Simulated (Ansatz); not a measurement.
The starting structures come from a database of crystals and need not be the phases stable at ambient conditions.

 Where the default PAW files enter, the runs use the earlier of Ansatz's two default sets.

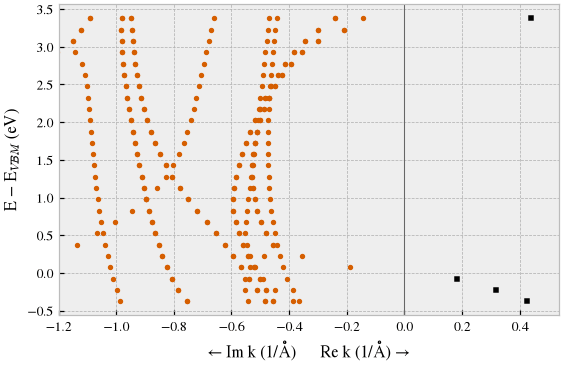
*Complex bands at the centre of the two-dimensional zone; Ansatz (a quantum-chemistry and plane-wave program) with PBEsol*

The gap is the functional's own. No spin-orbit coupling. Mid-gap values are interpolated on the energy grid.

**Question.** This is NbPO5 (P4/nmm, not sure to be the ambient phase, 14 atoms a cell, 12.8 Å³ an atom, -7 GPa at this level) along the normal of (100). Read off the slowest decay at the centre of the two-dimensional zone at 1.57 eV, the computed energy nearest the middle of the gap.

**Answer.** κ ≈ 0.47 1/Å, a decay length 1/(2κ) of the density of 1.1 Å.
